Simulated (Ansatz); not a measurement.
System: BCl3H3N (B(NH3)Cl3) (charge +1, doublet).

The calculation's input:

```
crystal:
  periodic: [false, false, false]
  atoms:
    - {symbol: B, position_ang: [-0.002019, 0.002373, -0.709890]}
    - {symbol: N, position_ang: [0.002475, -0.002934, 0.879862]}
    - {symbol: H, position_ang: [-0.951828, 0.017947, 1.262173]}
    - {symbol: H, position_ang: [0.500424, 0.812106, 1.260714]}
    - {symbol: H, position_ang: [0.462045, -0.842658, 1.255297]}
    - {symbol: Cl, position_ang: [1.707176, -0.031716, -1.320963]}
    - {symbol: Cl, position_ang: [-0.827863, 1.504138, -1.308740]}
    - {symbol: Cl, position_ang: [-0.890422, -1.459247, -1.318452]}
basis:
  gaussian: {orbitals: def2-TZVP, initial_orbitals: start.molden}
total_charge: 1
magnetization: {spin_polarized: true, initial_magnetization: 1}
hamiltonian: {xc: pbe0, dispersion: d4}
scf: {omitted_lower_state_checks: [starts]}
output: {orbitals: {seedname: orbitals}}
```

Launched as:

```sh
ansatz run in.yaml --threads 4 --pin off --events-out ev --progress --plain --max-ram 3916MiB
```

Geometry: PBE0-D4/def2-SVP.

Level of theory: Ansatz, UKS PBE0-D4/def2-TZVP.

**What can the converged electron density, electron localisation function and spin density tell about the bonding?**

B–N (1.59 Å): ρ is about 1.4 e/Å³ halfway; the ELF peaks at about 0.95 between the atoms, as expected for a polar covalent bond.
B–Cl (1.82 Å): ρ at the midpoint is about 1.2 e/Å³; the ELF peaks at about 0.90 between the atoms: a shared but strongly polarised pair.
N–H (1.03 Å): ρ at the midpoint is about 2.9 e/Å³; the ELF climbs to about 1 towards the hydrogen, as it does in any bond to H: a covalent bond by its length.
The unpaired spin (1 electron) lies mostly on Cl6 (about 0.3), Cl7 (about 0.3) and Cl8 (about 0.3), in electrons by Hirshfeld's partition.

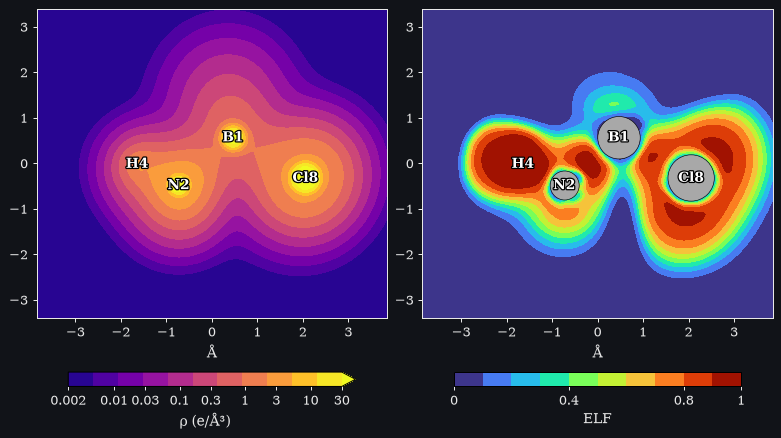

Computed electron density and electron localisation function on the plane of atoms N2, B1 and Cl8, in this order. Grey discs cover the atomic cores in the ELF map. 
